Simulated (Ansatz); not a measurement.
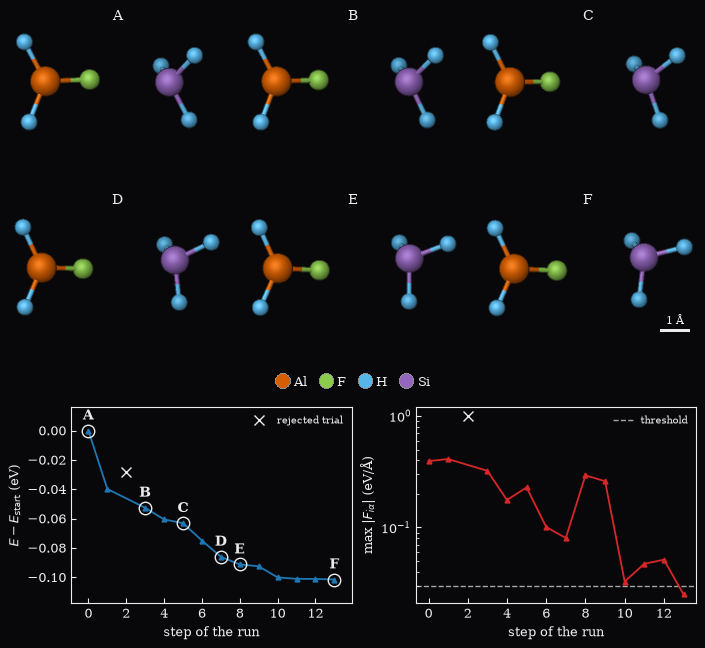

Frames of a relaxation of AlSiH5F (multiplicity 2), marked on the history of the run. Style: ball-and-stick. Shown at a tilt.

The run prepares an end point of a later path (reaction) calculation, from a guessed geometry.

The calculation used Ansatz 0.2.0, UKS B3LYP/def2-SVP. (collinear spin; force threshold 0.03 eV/Å; at most 50 steps)

### Describe the path.

After 12 accepted moves (13 points after the start) the energy has fallen by 0.102 eV. The largest force component goes from 0.39 to 0.025 eV/Å. The line search rejected the trial step at point 2 of the run. The largest move after the best rigid fit is that of an H atom, 0.82 Å. By element the largest moves are H 0.82 Å, Si 0.37 Å, F 0.30 Å, Al 0.14 Å. Some distances before and after: Al–F 1.685 → 1.676 Å, H–Si 1.500 → 1.491 Å. Among the angles between lasting bonds that change: H–Si–H 109.3° → 111.6°. From step 0 to 3: the F atom moves most (0.25 Å), energy −0.053 eV. From step 3 to 5: an H atom moves most (0.24 Å), energy −0.010 eV. From step 5 to 7: an H atom moves most (0.40 Å), energy −0.023 eV. From step 7 to 8: an H atom moves most (0.20 Å), energy −0.005 eV. From step 8 to 13: an H atom moves most (0.20 Å), energy −0.010 eV.

Limits of the set-up: the start holds two separate molecules, 2.8 Å apart at their closest, whose relative position is a soft coordinate and is computed without a dispersion correction.
